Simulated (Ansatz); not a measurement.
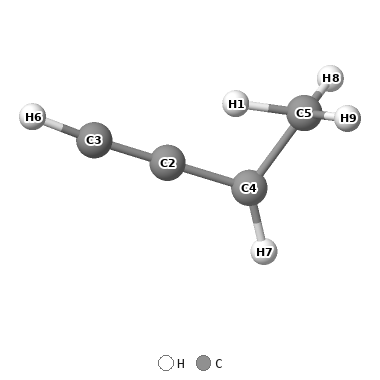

The system is the reacting system C4H5, spin multiplicity 2; the picture shows the reference structure. 
- The first coordinate is: distance H1–C4 (bond that forms); the second: distance H1–C2 (bond that breaks).
- Relaxed at each point: all other coordinates.
- The scan uses a 13 × 13 grid.
- Points are written as (first, second).
- Energies are in kcal/mol, from the lowest grid point.
- Energies and slopes of some neighbouring points disagree (a jump in structure or state, or too coarse a mesh). In part of the range the unrestricted reference is strongly spin-contaminated.
- Level of theory: UHF/def2-SVP in Ansatz 0.2.0.

Its coordinates:

```xyz
9

H     0.6016    0.1525    0.1492
C    -0.2777   -0.2866   -0.8663
C     0.1796   -0.5049   -1.9851
C    -0.7849   -0.0419    0.3840
C     0.3638    0.3913    1.1932
H     0.6387   -0.6760   -2.9312
H    -1.8383   -0.1718    0.6284
H     0.7207   -0.3024    1.9500
H     0.3965    1.4399    1.4776
```

Range: distance H1–C4 (bond that forms) from 0.963 to 2.163 Å; distance H1–C2 (bond that breaks) from 0.963 to 2.163 Å.

Question: What landscape does the calculation give?

Answer: The lowest grid point is at (2.163 Å, 1.091 Å). It lies at the edge of the scanned range, so the true minimum may lie outside. Other grid points that lie below all their neighbours: (1.091 Å, 2.039 Å) (12 kcal/mol higher). The energy also falls towards the edge at (1.918 Å, 2.163 Å) (5 kcal/mol above the lowest), where a further well may lie outside the range. The highest grid point, (1.091 Å, 1.267 Å), lies 144 kcal/mol above the lowest.

```tsv
second ↓, first →	0.963	1.017	1.091	1.175	1.267	1.365	1.468	1.575	1.686	1.801	1.918	2.039	2.163
2.163	24	17	12	14	58	49	39	29	19	10	5	6	12
2.039	21	15	12	15	60	51	41	31	20	12	10	13	21
1.918	22	16	15	18	63	54	45	32	22	17	16	21	32
1.801	26	21	20	24	68	58	47	35	27	23	25	32	44
1.686	33	28	27	31	74	64	51	41	35	33	36	45	59
1.575	42	37	36	40	84	70	58	49	45	45	50	54	48
1.468	52	47	124	107	91	78	68	60	57	58	51	43	36
1.365	65	59	132	116	102	90	80	74	72	74	37	29	23
1.267	78	72	144	128	115	103	95	88	46	34	24	16	11
1.175	93	86	113	106	96	82	65	49	35	23	14	7	3
1.091	110	101	119	107	94	75	58	42	28	16	8	2	0
1.017	127	118	126	113	93	73	56	40	26	15	8	3	3
0.963	143	132	138	117	96	76	58	42	29	19	12	9	10
```

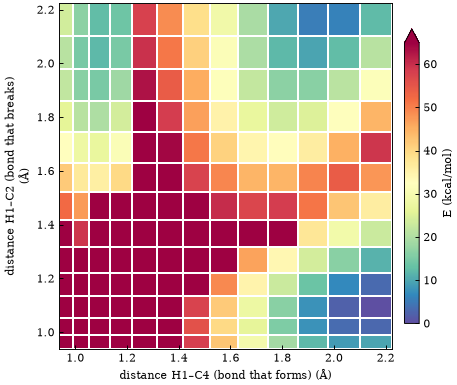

The picture shows one coloured cell a grid point, one colour for all values above the top of the scale.

Time for the 169 points that were run: 35 min on 1 thread of Arm Neoverse V2, with other jobs on the host.
